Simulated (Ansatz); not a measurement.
C (graphite type, space group P6_3/mmc)

```
C
1.0
    2.45537     0.00000     0.00000
   -1.22769     2.12641     0.00000
    0.00000     0.00000     6.67102
C
4
Direct
  0.00000   0.00000   0.25000
  0.00000   0.00000   0.75000
  0.33333   0.66667   0.25000
  0.66667   0.33333   0.75000
```

Scan: atom 1 (C, nearest neighbour C at 1.418 Å; its periodic images, 2.5 Å or more away, move with it) is displaced along Cartesian [110], direction (0.707, 0.707, 0.000) in Cartesian axes, by s. The other atoms stay.

The numbers are results of r2SCAN+rVV10 (plane waves to 500 eV, PAW, scalar-relativistic; Ansatz, a program for electronic structure), not measurements. k mesh 12×12×4 (Γ-centred), Fermi-Dirac smearing 0.05 eV. Energies are smeared free energies. With partly filled bands, energies and forces of such displacements shift with the k mesh and the smearing. F∥ is the force on the atom along that direction. C was relaxed with its symmetry unable to fall. The zero of ΔE is the undisplaced structure.

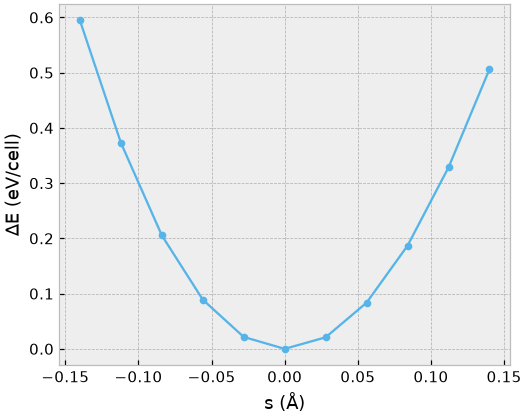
Fig. 1. ΔE (eV/cell) against s (Å); one marker a computed point.

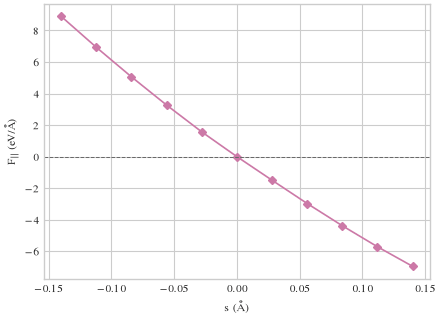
Fig. 1. F∥ (eV/Å) against s (Å); one marker a computed point.

The force constant k = d²E/ds² at s = 0 (finite differences) comes out as 54.4 eV/Å². The force along the line at s = -0.140 Å is 8.89 eV/Å. Shape of the curve: a single well with its minimum at or next to zero displacement. Harmonic estimate at the end of the scan: ½ks² = 533 meV/cell against the computed 506 meV/cell, so the well is softer than harmonic there. Symmetry of the curve: not even: the negative side lies higher at ±0.140 Å.

The forces along the line at the two nearest points give (1.568 − (-1.497)) / (2·0.028) = 54.73 eV/Å²; the next pair corrects for the finite step.

(For displaced atoms, the force is minus the slope of the energy, and its curvature is a force constant, which sets phonon frequencies.)
